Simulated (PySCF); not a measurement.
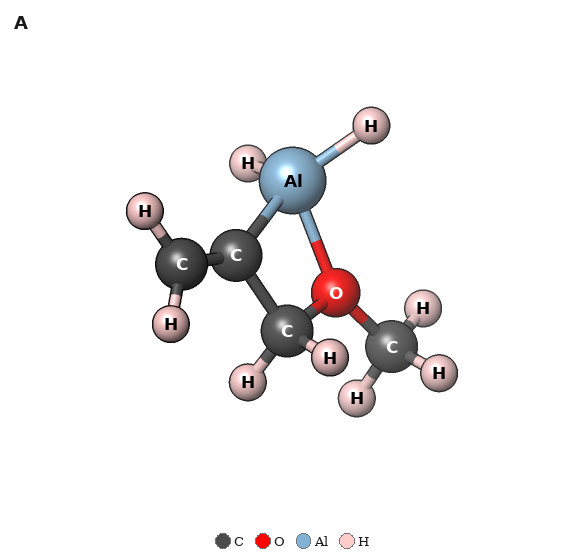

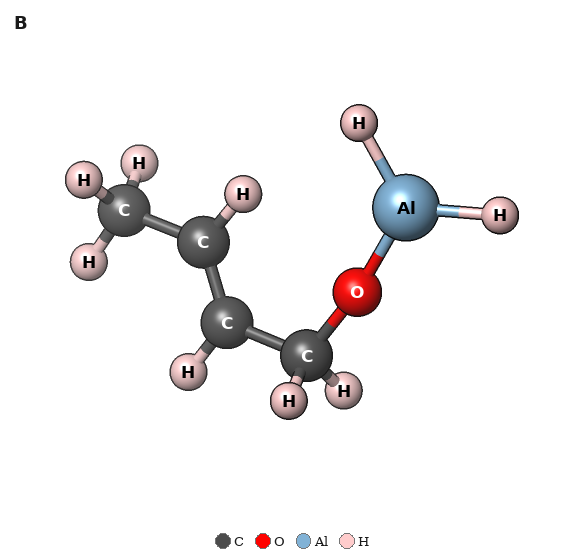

2 stationary structures of one formula. Geometries: GFN2-xTB. Electronic energies: PBE0/pcSseg-1 (PySCF 2.14.0), without zero-point energy. No frequency run is at hand to confirm each as a minimum. Each is one conformer, not always the lowest.

**Are they conformers, stereoisomers or constitutional isomers?**

They are constitutional isomers of C4H9AlO: A `C=[C]1C[O+](C)[AlH2-]1`, B `C/C=C/C[O][AlH2]`.

**Rank them by energy, lowest first.**

B is lowest; A lies 128.9 kJ/mol above it.

The geometry is semi-empirical. Around Al such bond lengths and angles can be off by a tenth of an ångström or more and by several degrees, and values that hang on the shape move with them.
